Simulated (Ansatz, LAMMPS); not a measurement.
# Sn in place of Ge at several sites of amorphous Ge (61 atoms)

At which site of amorphous Ge (61 atoms) does Sn in place of Ge cost least, and what about the site decides it?

Main program and level: Ansatz 0.2.0; Kohn-Sham DFT, revPBE, PAW (set soft_1), plane waves.

## (1) Starting point

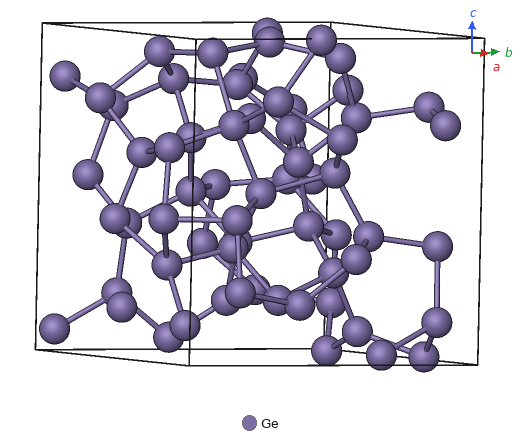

The cell as given, slightly off an axis (germanium purple). Some periodic images of atoms are drawn too.

The cell holds 61 atoms: 61 Ge. Cell: a = 11.188 Å, b = 11.188 Å, c = 11.188 Å, α = 90.0°, β = 90.0°, γ = 90.0°. 61 atoms (61 Ge) placed at random at 5.25 g/cm³, melted at 3500 K for 10 ps at fixed volume with the Tersoff potential (Tersoff, Phys. Rev. B 39, 5566 (1989)). Quenched from 3500 K to 500 K at 3 K/ps and fixed volume, held 5 ps.

Limits known from the start: The quench rate of 3 K/ps is orders of magnitude faster than experiment, which tends to freeze in extra defects. The network of bonds at the start is that of the classical potential that made the cell, and needn't be the one that DFT or experiment would give. The Brillouin zone is sampled at Γ only, in a cell whose shortest periodic width is 11 Å.

## (2) Single point at the start

A single point comes first, to see the forces before anything moves.

The input, input.yaml:

```yaml
crystal:
  lattice:
    - [11.1875, 0.0, 0.0]
    - [0.0, 11.1875, 0.0]
    - [0.0, 0.0, 11.1875]
  atoms:
    - { symbol: Ge, position: [0.20699, 0.75095, 0.53111] }
    - { symbol: Ge, position: [0.72232, 0.04994, 0.43601] }
    - { symbol: Ge, position: [0.07626, 0.2107, 0.75104] }
    - { symbol: Ge, position: [0.70829, 0.29301, 0.72072] }
    - { symbol: Ge, position: [0.15203, 0.19666, 0.18113] }
    - { symbol: Ge, position: [0.58672, 0.36453, 0.33931] }
    - { symbol: Ge, position: [0.00256, 0.57002, 0.32419] }
    - { symbol: Ge, position: [0.12994, 0.01351, 0.84389] }
    - { symbol: Ge, position: [0.62448, 0.25977, 0.93811] }
    - { symbol: Ge, position: [0.35327, 0.68115, 0.688] }
    - { symbol: Ge, position: [0.73609, 0.37712, 0.51352] }
    - { symbol: Ge, position: [0.24863, 0.54804, 0.8228] }
    - { symbol: Ge, position: [0.05554, 0.66782, 0.83152] }
    - { symbol: Ge, position: [0.95362, 0.69018, 0.02867] }
    - { symbol: Ge, position: [0.27871, 0.87397, 0.15516] }
    - { symbol: Ge, position: [0.87014, 0.22514, 0.4377] }
    - { symbol: Ge, position: [0.44796, 0.82514, 0.81427] }
    - { symbol: Ge, position: [0.88542, 0.91328, 0.3568] }
    - { symbol: Ge, position: [0.78468, 0.9271, 0.77869] }
    - { symbol: Ge, position: [0.26834, 0.51491, 0.16306] }
    - { symbol: Ge, position: [0.48473, 0.67908, 0.40059] }
    - { symbol: Ge, position: [0.19404, 0.20338, 0.39659] }
    - { symbol: Ge, position: [0.67418, 0.47724, 0.18333] }
    - { symbol: Ge, position: [0.1758, 0.36713, 0.04584] }
    - { symbol: Ge, position: [0.12928, 0.68791, 0.18843] }
    - { symbol: Ge, position: [0.98236, 0.44397, 0.99509] }
    - { symbol: Ge, position: [0.62242, 0.78194, 0.08404] }
    - { symbol: Ge, position: [0.90946, 0.22009, 0.21853] }
    - { symbol: Ge, position: [0.66178, 0.742, 0.74067] }
    - { symbol: Ge, position: [0.91251, 0.33689, 0.80301] }
    - { symbol: Ge, position: [0.39224, 0.05725, 0.42088] }
    - { symbol: Ge, position: [0.38423, 0.57556, 0.9866] }
    - { symbol: Ge, position: [0.42312, 0.78341, 0.01554] }
    - { symbol: Ge, position: [0.04322, 0.92542, 0.52181] }
    - { symbol: Ge, position: [0.65737, 0.67681, 0.26587] }
    - { symbol: Ge, position: [0.93367, 0.89045, 0.12707] }
    - { symbol: Ge, position: [0.54869, 0.60469, 0.59976] }
    - { symbol: Ge, position: [0.72584, 0.64864, 0.92607] }
    - { symbol: Ge, position: [0.34106, 0.02476, 0.78796] }
    - { symbol: Ge, position: [0.45117, 0.11383, 0.62612] }
    - { symbol: Ge, position: [0.70375, 0.14094, 0.10846] }
    - { symbol: Ge, position: [0.75012, 0.94625, 0.01274] }
    - { symbol: Ge, position: [0.4144, 0.18719, 0.933] }
    - { symbol: Ge, position: [0.56148, 0.15013, 0.2869] }
    - { symbol: Ge, position: [0.25322, 0.39228, 0.49681] }
    - { symbol: Ge, position: [0.38479, 0.48571, 0.3461] }
    - { symbol: Ge, position: [0.04905, 0.14327, 0.53775] }
    - { symbol: Ge, position: [0.11056, 0.55216, 0.50933] }
    - { symbol: Ge, position: [0.36104, 0.1035, 0.14772] }
    - { symbol: Ge, position: [0.5477, 0.43581, 0.73337] }
    - { symbol: Ge, position: [0.1037, 0.00941, 0.06866] }
    - { symbol: Ge, position: [0.00153, 0.87037, 0.73306] }
    - { symbol: Ge, position: [0.37757, 0.32202, 0.66683] }
    - { symbol: Ge, position: [0.96876, 0.53075, 0.68886] }
    - { symbol: Ge, position: [0.25616, 0.32241, 0.84157] }
    - { symbol: Ge, position: [0.79066, 0.60254, 0.5783] }
    - { symbol: Ge, position: [0.82532, 0.70586, 0.38527] }
    - { symbol: Ge, position: [0.67565, 0.08942, 0.65159] }
    - { symbol: Ge, position: [0.34755, 0.84867, 0.36641] }
    - { symbol: Ge, position: [0.88478, 0.44063, 0.17891] }
    - { symbol: Ge, position: [0.57843, 0.48083, 0.96915] }
kpoints:
  mp_grid: { grid: [1, 1, 1] }
hamiltonian:
  xc: revpbe
  pseudopotentials: { kind: paw, azcp: { folder: soft_1 } }
scf:
  occupations: { method: fermi_dirac, width: 0.05 }
output:
  forces: true
```

Launch:

```sh
> ansatz run input.yaml --threads 4 --pin off --max-ram 8192MiB --backend cpu --events-out ev --progress --plain --runs-dir out
```

Numbers of over 12 decimals in the logs are rounded to 6 here.

The program printed:

```text
[...]
Pseudopotentials: kind: paw
Pseudopotential: Ge, paw, valence charge 14, recommended cutoff 420 eV (normal), soft_1/Ge.paw.azcp
[... 5 lines on functional and potentials left out ...]
Crystal: 61 atoms, lattice volume = 1400.229 Å³
Basis set: ecut = 420 eV, 27369 PW (Γ), exchange–correlation on 150×150×150 points (8 copies of the dense FFT grid, shifted against one another)
Bands: 488, of which v1, the nominal top of the filled ones, is band 427 counted from 1 (426 counted from 0)
Symmetry: 1 space group operations
Space group: P1 (ITA 1), of the structure as read, at distance tolerance 1.1e-4 Å
k-points: 1
[... 4 lines on functional and potentials left out ...]
Initial density: superposition of atomic densities (chi_scale 0.1, normalization cell)
Initial wavefunctions: pseudopotential atomic-orbital guess
[...]
SCF iter   1: F=—  HF=-262225.728847 eV  |F-HF|=—  |Δ(HF+E_count)|=         —  Δρ=3.18e-2  dr2=1.52e1  ethr=3.10e-3  ⟨swp⟩=6.0  Hψ=1759  notcnv=0
preconditioner: auto → LDOS  [metal: Δε(μ)=0.061 eV  Ē_g=21.323 eV  σ=0.050 eV  W_gap=0.30  n_scr=388 (ndim 8)  ℏωp=29.0 eV  f_vac=0.031  D(μ)=19.48/eV (n_scr^D=80)  β→1.0]
[...]
SCF iter  10: F=—  HF=-262224.802394 eV  |F-HF|=—  |Δ(HF+E_count)|=   1.97e-7  Δρ=2.60e-6  dr2=1.86e-7  ethr=2.07e-10  ⟨swp⟩=2.0  Hψ=875  notcnv=0  defer=44
SCF iter  11: F=-262224.802394 eV  HF=-262224.802394 eV  |F-HF|=1.10e-8  |Δ(HF+E_count)|=   4.21e-8  Δρ=1.01e-6  dr2=2.98e-8  ethr=1.17e-11  ⟨swp⟩=4.0  Hψ=1429  notcnv=0
SCF 1 converged in 11 iterations: F = -262224.802394 eV  dr2 = 2.98e-8
[...]
SCF converged after 11 iterations
Free energy (F): -262224.802394 eV
Harris-Foulkes:  -262224.802394 eV  (|F-HF|=1.10e-8)
Internal energy: -262224.645730 eV  (E = F + TS)
E sigma→0 (E₀):  -262224.724062 eV
Entropy (-TS):   -0.156665 eV (-2.568 meV/atom)
Fermi energy:    8.159238 eV
--- Per-component energies (eV) ---
[...]
Σ components = -262224.802394   (vs F -262224.802394, Δ=0.00e0)
--- Forces (eV/Å), atoms counted from 1 ---
  atom   1  Ge     0.27048444     1.02725683    -0.56406014
  atom   2  Ge    -0.07327374     0.41018192    -0.45538030
  atom   3  Ge     0.97811209    -0.71908224     0.10359151
  atom   4  Ge     1.24489067    -0.48822975     0.32584764
[...]
atom  61  Ge     0.66093165    -0.44512372     0.26198081
  max |Σ_I F_I| component: 2.91e-5 eV/Å
```

Run time: 25 s. Hardware: 4 threads of Arm Neoverse V1, shared host; peak memory 2 GiB.

In the SCF lines HF is the Harris–Foulkes energy and dr2 the Hartree energy of the density residual, in eV; the loop may stop once dr2 is under the threshold and the program's other checks hold. Hψ counts applications of the Hamiltonian.

The r.m.s. force at the start is 0.56 eV/Å.

## (3) Relaxation

With the cell held, the atoms are moved downhill towards a nearby minimum.

The input, input.yaml:

```yaml
crystal:
  lattice:
    - [11.1875, 0.0, 0.0]
    - [0.0, 11.1875, 0.0]
    - [0.0, 0.0, 11.1875]
  atoms:
    [... the 61 atom lines of step 2 ...]
kpoints:
  mp_grid: { grid: [1, 1, 1] }
hamiltonian:
  xc: revpbe
  pseudopotentials: { kind: paw, azcp: { folder: soft_1 } }
scf:
  occupations: { method: fermi_dirac, width: 0.05 }
output:
  forces: true
relax:
  f_tol: 0.05
  max_steps: 120
```

The program printed:

```text
[...]
Crystal: 61 atoms, lattice volume = 1400.229 Å³
Basis set: ecut = 420 eV, 27369 PW (Γ), exchange–correlation on 150×150×150 points (8 copies of the dense FFT grid, shifted against one another)
Bands: 513, of which v1, the nominal top of the filled ones, is band 427 counted from 1 (426 counted from 0)
Symmetry: 1 space group operations
[...]
k-points: 1
[...]
SCF iter   1: F=—  HF=-262225.727860 eV  |F-HF|=—  |Δ(HF+E_count)|=         —  Δρ=3.18e-2  dr2=1.52e1  ethr=3.10e-3  ⟨swp⟩=6.0  Hψ=1833  notcnv=0
[...]
SCF iter   6: F=—  HF=-262224.802317 eV  |F-HF|=—  |Δ(HF+E_count)|=   1.81e-3  Δρ=1.16e-4  dr2=5.61e-4  ethr=1.02e-6  ⟨swp⟩=2.0  Hψ=941  notcnv=0  defer=69
SCF iter   7: F=-262224.802361 eV  HF=-262224.802383 eV  |F-HF|=2.23e-5  |Δ(HF+E_count)|=   6.67e-5  Δρ=3.99e-5  dr2=5.75e-5  ethr=7.32e-9  ⟨swp⟩=2.0  Hψ=1581  notcnv=0
SCF 1 converged in 7 iterations: F = -262224.802361 eV  dr2 = 5.75e-5
[...]
relax step   1: F+E_penalty+E_count = -262224.80236112 eV  Δ(F+E_penalty+E_count) = +0.000e0 eV  max|allowed force component| = 1.644e0 eV/Å  Δτ_max = 0.0000 Å  (7 SCF iters, dr2 threshold 6.25e-5 eV, accepted)
[...]
relax step   2: F+E_penalty+E_count = -262227.54471783 eV  Δ(F+E_penalty+E_count) = -2.742e0 eV  max|allowed force component| = 5.265e-1 eV/Å  Δτ_max = 0.1948 Å  (7 SCF iters, dr2 threshold 1.00e-4 eV, accepted)
[...]
relax step   3: F+E_penalty+E_count = -262228.09805081 eV  Δ(F+E_penalty+E_count) = -5.533e-1 eV  max|allowed force component| = 3.075e-1 eV/Å  Δτ_max = 0.2000 Å  (7 SCF iters, dr2 threshold 1.73e-5 eV, accepted)
relax step   4: F+E_penalty+E_count = -262228.30004707 eV  Δ(F+E_penalty+E_count) = -2.020e-1 eV  max|allowed force component| = 2.812e-1 eV/Å  Δτ_max = 0.1952 Å  (7 SCF iters, dr2 threshold 9.69e-6 eV, accepted)
relax step   5: F+E_penalty+E_count = -262228.42699586 eV  Δ(F+E_penalty+E_count) = -1.269e-1 eV  max|allowed force component| = 1.454e-1 eV/Å  Δτ_max = 0.2000 Å  (6 SCF iters, dr2 threshold 2.70e-5 eV, accepted)
relax step   6: F+E_penalty+E_count = -262228.45603539 eV  Δ(F+E_penalty+E_count) = -2.904e-2 eV  max|allowed force component| = 9.218e-2 eV/Å  Δτ_max = 0.0793 Å  (7 SCF iters, dr2 threshold 5.65e-6 eV, accepted)
relax step   7: F+E_penalty+E_count = -262228.46656513 eV  Δ(F+E_penalty+E_count) = -1.053e-2 eV  max|allowed force component| = 6.974e-2 eV/Å  Δτ_max = 0.0199 Å  (8 SCF iters, accepted)
relax step   8: F+E_penalty+E_count = -262228.47102002 eV  Δ(F+E_penalty+E_count) = -4.455e-3 eV  max|allowed force component| = 4.539e-2 eV/Å  Δτ_max = 0.0304 Å  (8 SCF iters, accepted)
relax step   9: F+E_penalty+E_count = -262228.47563935 eV  Δ(F+E_penalty+E_count) = -4.619e-3 eV  max|allowed force component| = 3.688e-2 eV/Å  Δτ_max = 0.0556 Å  (8 SCF iters, accepted)
[...]
relax step  10: F+E_penalty+E_count = -262228.47875833 eV  Δ(F+E_penalty+E_count) = -3.119e-3 eV  max|allowed force component| = 3.395e-2 eV/Å  Δτ_max = 0.0581 Å  (10 SCF iters, accepted)
SCF converged after 10 iterations
Free energy (F): -262228.478758 eV
[...]
Internal energy: -262228.451841 eV  (E = F + TS)
E sigma→0 (E₀):  -262228.465300 eV
Entropy (-TS):   -0.026917 eV (-0.441 meV/atom)
Fermi energy:    8.167719 eV
[...]
Σ components = -262228.478758   (vs F -262228.478758, Δ=0.00e0)
--- Forces (eV/Å), atoms counted from 1 ---
  atom   1  Ge     0.00140722    -0.00105588     0.01205640
  atom   2  Ge     0.00378813     0.00434804    -0.00085649
  atom   3  Ge     0.01240924     0.00185958     0.00698954
  atom   4  Ge     0.00025823     0.01423549    -0.01428674
[...]
atom  61  Ge     0.01300018     0.01909331    -0.00720218
  max |Σ_I F_I| component: 1.15e-5 eV/Å
--- Relaxed structure (10 steps of the walk, 10 accepted, 0 SCFs on fresh bases) ---
  F+E_penalty+E_count = -262228.47875833 eV   max|allowed force component| = 3.395e-2 eV/Å
  atoms:
    - { symbol: Ge, position: [0.194196, 0.754307, 0.525105] }
    - { symbol: Ge, position: [0.738991, 0.045744, 0.449866] }
    - { symbol: Ge, position: [0.078019, 0.218098, 0.755990] }
    - { symbol: Ge, position: [0.718269, 0.278660, 0.722921] }
[...]
- { symbol: Ge, position: [0.594811, 0.475599, 0.978726] }
```

The job ended after 2.9 min (4 threads; peak memory 2 GiB).

The relaxation converged after 10 steps, 3.68 eV below its start, with a largest force component of 0.034 eV/Å.

## (4) Single point at the relaxed geometry

One more single point at the end of the walk gives the fuller output and checks the residual forces.

The input, input.yaml:

```yaml
crystal:
  lattice:
    - [11.1875, 0.0, 0.0]
    - [0.0, 11.1875, 0.0]
    - [0.0, 0.0, 11.1875]
  atoms:
    - { symbol: Ge, position: [0.1942, 0.75431, 0.52511] }
    - { symbol: Ge, position: [0.73899, 0.04574, 0.44987] }
    - { symbol: Ge, position: [0.07802, 0.2181, 0.75599] }
    - { symbol: Ge, position: [0.71827, 0.27866, 0.72292] }
    - { symbol: Ge, position: [0.10962, 0.18517, 0.18923] }
    - { symbol: Ge, position: [0.58665, 0.3445, 0.34404] }
    [... 49 atom lines left out ...]
    - { symbol: Ge, position: [0.77583, 0.58856, 0.55555] }
    - { symbol: Ge, position: [0.83774, 0.70483, 0.37959] }
    - { symbol: Ge, position: [0.66809, 0.07257, 0.65631] }
    - { symbol: Ge, position: [0.33063, 0.8418, 0.37273] }
    - { symbol: Ge, position: [0.88424, 0.42216, 0.18143] }
    - { symbol: Ge, position: [0.59481, 0.4756, 0.97873] }
kpoints:
  mp_grid: { grid: [1, 1, 1] }
hamiltonian:
  xc: revpbe
  pseudopotentials: { kind: paw, azcp: { folder: soft_1 } }
scf:
  occupations: { method: fermi_dirac, width: 0.05 }
output:
  forces: true
  stress: true
  populations: intrinsic
  dos:
    method: { smearing: { sigma: 0.15 } }
    de: 0.1
    projected: { site_lists: { Ge: [Ge] } }
  eigenvalues: true
  write_density: true
  write_potential: true
  volumetric_format: npy
  elf: true
```

The program printed:

```text
[...]
Crystal: 61 atoms, lattice volume = 1400.229 Å³
Basis set: ecut = 420 eV, 27369 PW (Γ), exchange–correlation on 150×150×150 points (8 copies of the dense FFT grid, shifted against one another)
Bands: 513, of which v1, the nominal top of the filled ones, is band 427 counted from 1 (426 counted from 0)
Symmetry: 1 space group operations
[...]
k-points: 1
[...]
SCF iter   1: F=—  HF=-262229.481988 eV  |F-HF|=—  |Δ(HF+E_count)|=         —  Δρ=3.22e-2  dr2=1.52e1  ethr=3.10e-3  ⟨swp⟩=6.0  Hψ=1826  notcnv=0
[...]
SCF iter  16: F=-262228.478761 eV  HF=-262228.478761 eV  |F-HF|=2.19e-8  |Δ(HF+E_count)|=   6.71e-8  Δρ=7.14e-7  dr2=1.07e-8  ethr=1.17e-11  ⟨swp⟩=7.0  Hψ=2454  notcnv=0
SCF 1 converged in 16 iterations: F = -262228.478761 eV  dr2 = 1.07e-8
[...]
SCF converged after 16 iterations
Free energy (F): -262228.478761 eV
[...]
Internal energy: -262228.451846 eV  (E = F + TS)
E sigma→0 (E₀):  -262228.465303 eV
Entropy (-TS):   -0.026915 eV (-0.441 meV/atom)
Fermi energy:    8.167714 eV
[...]
--- Forces (eV/Å), atoms counted from 1 ---
  atom   1  Ge     0.00063876    -0.00099232     0.01192463
  atom   2  Ge     0.00400573     0.00474710    -0.00081154
  atom   3  Ge     0.01271561     0.00143439     0.00691702
  atom   4  Ge     0.00047739     0.01439182    -0.01414863
  atom   5  Ge    -0.00621241     0.00441723     0.01297152
  atom   6  Ge     0.00401310    -0.01067238     0.00089396
  atom   7  Ge     0.00571467     0.01296491    -0.00812124
  atom   8  Ge    -0.00391448     0.00254029     0.00352007
  atom   9  Ge    -0.00078806    -0.00923508     0.00594860
  atom  10  Ge    -0.00271861     0.00388398    -0.00655180
  atom  11  Ge    -0.00756824     0.01035114     0.01139949
  atom  12  Ge    -0.00006001    -0.00685159     0.01008588
  atom  13  Ge     0.00603905    -0.00770729    -0.00657110
  atom  14  Ge    -0.02253335     0.03341297     0.01903669
[...]
atom  60  Ge    -0.00699592    -0.00248297     0.01075383
  atom  61  Ge     0.01332179     0.01824454    -0.00747987
  max |Σ_I F_I| component: 6.74e-6 eV/Å
--- Stress (GPa, compression-positive) ---
        3.917647       0.706220      -1.399731
        0.706220       4.300905      -0.172933
       -1.399731      -0.172933       4.695213
  P = ⅓ Tr σ = 4.3046 GPa (43.046 kbar)
--- Band table (eV) ---
[...]
--- intrinsic populations: 61 sites ---
  site symbol       q [e]
     0     Ge     14.0118
     1     Ge     14.0418
     2     Ge     13.9753
[...]
60     Ge     14.0014
  spilling = 0.000000 (of n_electrons = 854.000000)
```

It took 49 s on 4 threads; peak memory 2 GiB; 3.1 min of CPU time.

Read from the output:

```yaml
free_energy: -262228.4788 eV
free_energy_per_atom: -4298.8275 eV/atom
scf_cycles: 16
pressure: 4.305 GPa
r_m_s_force_component: 0.00895 eV/Å
longest_force: 0.04457 eV/Å
fermi_energy: 8.168 eV
spacing_of_highest_filled_and_lowest_empty_level: 0.3817 eV
levels_partly_filled_by_over_2_per_cent: 2
```

Intrinsic-atomic-orbital charges by element and coordination:

```
element  coordination  atoms  mean charge (e)  spread    least    most
     Ge           all     61                0  0.0307  -0.0761   0.135
     Ge             3      1            0.055       0    0.055   0.055
     Ge             4     51          -0.0011  0.0302  -0.0761   0.135
     Ge             5      9           1.0e-4  0.0297  -0.0596  0.0406
```

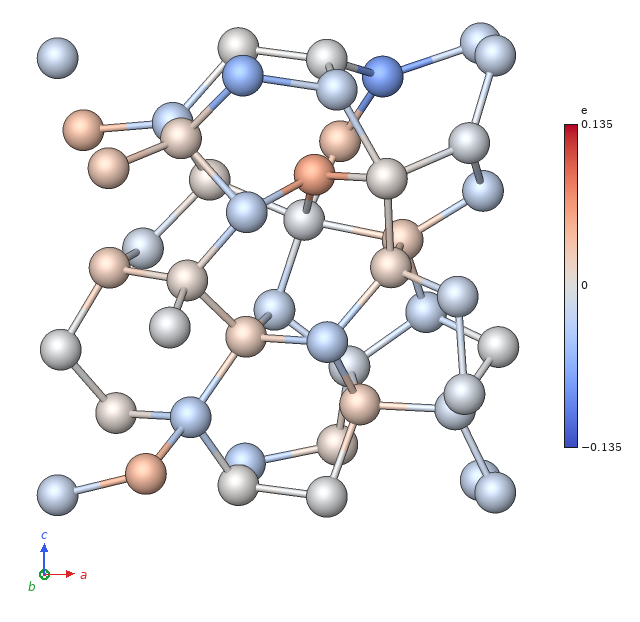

Atoms coloured by intrinsic-atomic-orbital charge. Drawn is a slice 7 Å thick, seen along the normal of the ac plane. Bonds to atoms that aren't drawn are left out.

Density of states as counts of states in windows of 1 eV (from the Fermi level), total and the larger projections:

```
from (eV)  to (eV)  total  Ge p  Ge s
      -10       -9   16.7   4.5  12.1
       -9       -8   11.4   3.3   8.1
       -8       -7   19.6   6.5  12.9
       -7       -6   17.6   7.3  10.2
       -6       -5   13.6   7.0   6.5
       -5       -4   10.2   7.6   2.5
       -4       -3   26.9  24.7   1.9
       -3       -2   27.9  25.2   2.4
       -2       -1   38.5  35.6   2.4
       -1        0   25.6  22.9   2.2
        0        1   14.6  10.6   3.3
        1        2   25.7  17.8   6.1
        2        3   32.4  23.6   5.5
        3        4   35.1  25.9   4.2
        4        5   35.2  25.8   3.2
```

Between -26 and -10 eV lie 646 more states.

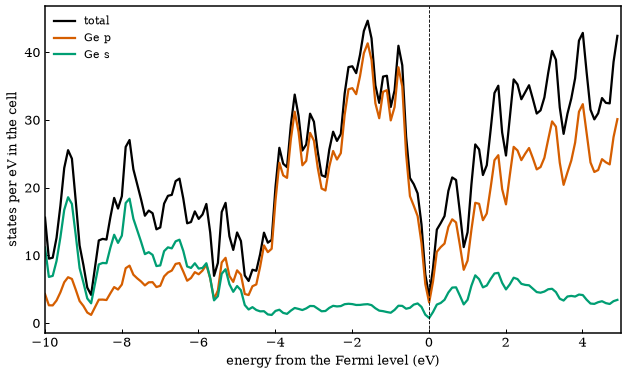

Total and projected density of states, with the broadening of the input.

The levels nearest the highest filled one (over half full), pooled over k-points and spins:

```
level less the highest filled one (eV)  occupation
                                -0.471           2
                                -0.407           2
                                 -0.26           2
                                -0.205        2.00
                               -0.0767        1.99
                                     0        1.96
                                 0.382       0.044
                                 0.468       0.008
                                 0.653           0
                                 0.726           0
                                 0.826           0
                                 0.928           0
```

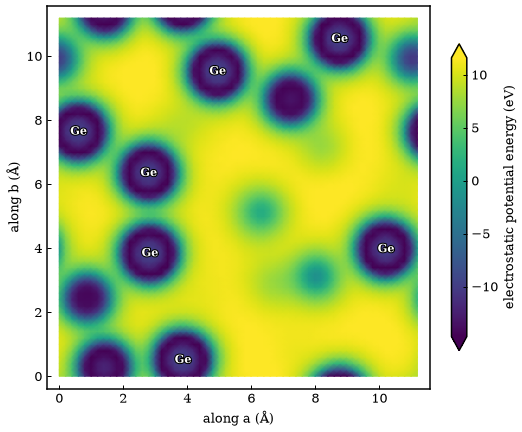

Electrostatic potential energy in the ab plane at fractional z = 0.812, with atoms of Ge within 0.2 Å of it. With pseudopotentials it is smooth inside the atoms' cores, unlike the true potential.

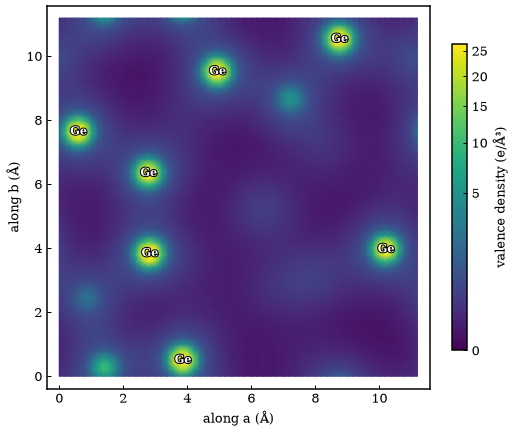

Valence density in the ab plane at fractional z = 0.812, with atoms of Ge within 0.2 Å of it. It is the smooth field of the valence electrons, not physical close to the nuclei. The colour scale is stretched toward low values.

The highest filled and lowest empty levels lie 0.382 eV apart (at Γ alone), but 2 levels are partly filled, by over 2 %, under the smearing. Intrinsic-atomic-orbital charges run from -0.08 to +0.14 e. Within 0.4 eV of the Fermi level the largest share is Ge p (82 % of the projected weight).

(Continued in part 2 of 2.)

[Logs are printed without paths, hosts, clocks, repeated set-up lines and the standing remarks that a program may print on its own settings, such as how far it seeks lower states.]

[Hosts, paths, dates, database ids (printed as entryN), source tags and the programs' standing remarks are cut or masked in the printed files.]
